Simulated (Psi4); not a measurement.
# HfH2Cl2O2 (SMILES Cl[Hf](Cl)(O)O) at MP2/def2-SVP (core potential)

Aim: the energy change on altering one bond length of HfH2Cl2O2 at MP2/def2-SVP (core potential), from 2 runs. 

The results are computed with Psi4 1.11.

**1. Starting point**

HfH2Cl2O2 has 7 atoms, charge 0, and is taken as a singlet. As SMILES, `Cl[Hf](Cl)(O)O`. Geometry: relaxed at PBE0-D4/def2-TZVP. This is one conformer, not always the lowest.

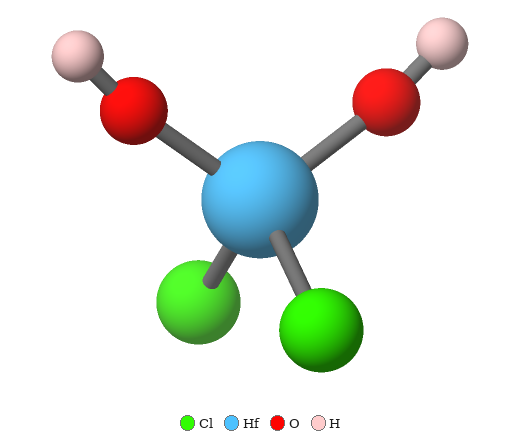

The structure, seen from a chosen angle (chlorine green, hafnium blue, oxygen red, hydrogen pink).

**2. The energy at MP2/def2-SVP (core potential)**

input.dat

```
memory 1600 MB

molecule m {
  Cl
  Hf 1 R2
  Cl 2 R3 1 A3
  O 2 R4 3 A4 1 D4
  O 2 R5 4 A5 3 D5
  H 4 R6 5 A6 2 D6
  H 5 R7 4 A7 6 D7

  R2 = 2.357145
  R3 = 2.357128
  A3 = 110.25125
  R4 = 1.896607
  A4 = 108.92203
  D4 = -119.46284
  R5 = 1.896523
  A5 = 110.89859
  D5 = 119.85911
  R6 = 0.95164
  A6 = 136.49929
  D6 = 179.99268
  R7 = 0.951631
  A7 = 136.73721
  D7 = -0.01417
  symmetry c1
}

set globals {
  basis           def2-SVP
  puream          true
  e_convergence   1e-09
  d_convergence   1e-08
  scf_type        pk
  num_frozen_docc 12
  mp2_type        conv
}

E = energy('mp2')
```

Command:

```console
$ psi4 -i input.dat -o output.dat -n 1
```

output.dat:

```text
[...]
    !!!  WARNING: ECP capability is in beta. Please check occupations closely.  !!!
[...]
  Running in c1 symmetry.
[...]
  Nuclear repulsion =  302.557901947675646
[...]
  Multiplicity = 1
[...]
  Nalpha       = 32
  Nbeta        = 32
[...]
    Number of basis functions: 106
[...]
   @RHF iter   1: -1117.04103058387705   -1.20240e+00   6.84288e-03 DIIS/ADIIS
[...]
   @RHF iter  12: -1117.27144127990709   -7.50333e-12   6.20855e-09 DIIS
[...]
    Orbital Energies [Eh]
    ---------------------
    Doubly Occupied:
       1A   -104.772207     2A   -104.772191     3A    -20.568870
       4A    -20.568815     5A    -10.536322     6A    -10.536318
       7A     -8.010310     8A     -8.010303     9A     -8.008757
      10A     -8.008744    11A     -8.008696    12A     -8.008691
      13A     -2.970715    14A     -1.669174    15A     -1.657324
      16A     -1.646197    17A     -1.298058    18A     -1.282800
      19A     -1.060240    20A     -1.052371    21A     -0.724703
      22A     -0.707279    23A     -0.554146    24A     -0.548016
      25A     -0.540774    26A     -0.527386    27A     -0.510599
      28A     -0.490423    29A     -0.472161    30A     -0.459387
      31A     -0.456045    32A     -0.448057
[...]
  @RHF Final Energy: -1117.27144127990709
   => Energetics <=
    Nuclear Repulsion Energy =            302.5579019476756457
    One-Electron Energy =               -2161.8865242530450814
    Two-Electron Energy =                 742.0571810254622278
    Total Energy =                      -1117.2714412799073216
[...]
 Multipole Moments:
 ------------------------------------------------------------------------------------
     Multipole            Electronic (a.u.)      Nuclear  (a.u.)        Total (a.u.)
 ------------------------------------------------------------------------------------
 L = 1.  Multiply by 2.5417464519 to convert [e a0] to [Debye]
 Dipole X            :          0.0009968           -0.0033222           -0.0023254
 Dipole Y            :         20.6508974          -19.2991521            1.3517453
 Dipole Z            :         14.3939351          -13.4517792            0.9421559
 Magnitude           :                                                    1.6476888
[...]
	SCS-MP2 Total Energy (a.u.)        : -1118.09075417676377
	SOS-MP2 Total Energy (a.u.)        : -1118.00935153010141
	SCSN-MP2 Total Energy (a.u.)       : -1117.70124725428491
[...]
	SOS-PI-MP2 Total Energy (a.u.)     : -1118.13233657180058
[...]
	MP2 Total Energy (a.u.)            : -1118.13057442838999
[...]
```

Run time: 27 s. Hardware: 1 thread of Intel Xeon at 2.50GHz (Skylake/Cascade Lake), shared host; peak memory 0.73 GiB.

**3. The distorted shape**

job.inp

```
memory 1.6 GB

molecule {
  Cl
  Hf 1 4.2429
  Cl 2 2.357128 1 110.25125
  O 2 1.896607 3 108.92203 1 -119.46284
  O 2 1.896523 4 110.89859 3 119.85911
  H 4 0.95164 5 136.49929 2 179.99268
  H 5 0.951631 4 136.73721 6 -0.01417
  units angstrom
  symmetry c1
}

set {
  basis           def2-SVP
  puream          true
  e_convergence   1e-09
  d_convergence   1e-08
  scf_type        pk
  num_frozen_docc 12
  mp2_type        conv
}

energy_value, wavefunction = energy("mp2", return_wfn=True)
print_variables()
```

Command:

```console
$ psi4 -n 1 job.inp job.out
```

job.out:

```text
[...]
    !!!  WARNING: ECP capability is in beta. Please check occupations closely.  !!!
[...]
  Running in c1 symmetry.
[...]
  Nuclear repulsion =  255.552792920777023
[...]
  Multiplicity = 1
[...]
  Nalpha       = 32
  Nbeta        = 32
[...]
    Number of basis functions: 106
[...]
   @RHF iter   1: -1116.80861696633065   -1.26504e+00   7.29387e-03 DIIS/ADIIS
[...]
   @RHF iter  13: -1117.10623401878775   -1.50067e-11   9.06042e-09 DIIS
[...]
    Orbital Energies [Eh]
    ---------------------
    Doubly Occupied:
       1A   -104.833703     2A   -104.621335     3A    -20.635457
       4A    -20.635409     5A    -10.597109     6A    -10.379398
       7A     -8.070999     8A     -8.069397     9A     -8.069245
      10A     -7.853716    11A     -7.852371    12A     -7.852369
      13A     -3.071692    14A     -1.763929    15A     -1.752317
      16A     -1.740701    17A     -1.360917    18A     -1.346696
      19A     -1.113304    20A     -0.882543    21A     -0.789695
      22A     -0.773126    23A     -0.615700    24A     -0.607868
      25A     -0.598300    26A     -0.587065    27A     -0.557350
      28A     -0.515175    29A     -0.512127    30A     -0.304136
      31A     -0.304068    32A     -0.294316
[...]
  @RHF Final Energy: -1117.10623401878775
   => Energetics <=
    Nuclear Repulsion Energy =            255.5527929207770228
    One-Electron Energy =               -2067.3949963354571082
    Two-Electron Energy =                 694.7359693958923117
    Total Energy =                      -1117.1062340187877453
[...]
 Multipole Moments:
 ------------------------------------------------------------------------------------
     Multipole            Electronic (a.u.)      Nuclear  (a.u.)        Total (a.u.)
 ------------------------------------------------------------------------------------
 L = 1.  Multiply by 2.5417464519 to convert [e a0] to [Debye]
 Dipole X            :          0.0009596           -0.0033222           -0.0023625
 Dipole Y            :         20.5584104          -19.2991521            1.2592583
 Dipole Z            :         50.9523659          -45.9394580            5.0129078
 Magnitude           :                                                    5.1686538
[...]
	SCS-MP2 Total Energy (a.u.)        : -1117.92064274079803
	SOS-MP2 Total Energy (a.u.)        : -1117.84085698694298
	SCSN-MP2 Total Energy (a.u.)       : -1117.52750279914153
[...]
	SOS-PI-MP2 Total Energy (a.u.)     : -1117.96329414830211
[...]
	MP2 Total Energy (a.u.)            : -1117.95777708714832
[...]
```

Run time: 26 s. Hardware: 1 thread of Intel Xeon at 2.50GHz (Skylake/Cascade Lake), shared host; peak memory 0.73 GiB.

**4. Outcome**

Level: MP2/def2-SVP (core potential), 12 core orbitals frozen.

| quantity | value |
| --- | --- |
| first shape: total energy | -1118.13057 Eh |
| first shape: HOMO energy (Hartree–Fock orbitals) | -12.19 eV |
| first shape: LUMO energy (Hartree–Fock orbitals) | 2.07 eV |
| first shape: HOMO–LUMO gap (Hartree–Fock orbitals) | 14.26 eV |
| first shape: correlation energy (12 core orbitals frozen) | -859.1 mEh |
| distorted shape: total energy | -1117.95778 Eh |
| distorted shape: HOMO energy (Hartree–Fock orbitals) | -8.01 eV |
| distorted shape: LUMO energy (Hartree–Fock orbitals) | -0.96 eV |
| distorted shape: HOMO–LUMO gap (Hartree–Fock orbitals) | 7.05 eV |
| distorted shape: correlation energy (12 core orbitals frozen) | -851.5 mEh |
| energy change with the Cl1–Hf2 bond stretched from 2.357 to 4.243 Å | 4.702 eV |

**Reading.** One bond (distorted shape) is far stretched, which a spin-restricted single reference describes badly; perturbation theory on it can break down and give far too much correlation. With the Cl1–Hf2 bond stretched from 2.357 to 4.243 Å the energy rises by 4.70 eV (454 kJ/mol). The first shape isn't relaxed at this level, so the change isn't measured from a minimum. A restricted reference can't describe the breaking bond well at this length.
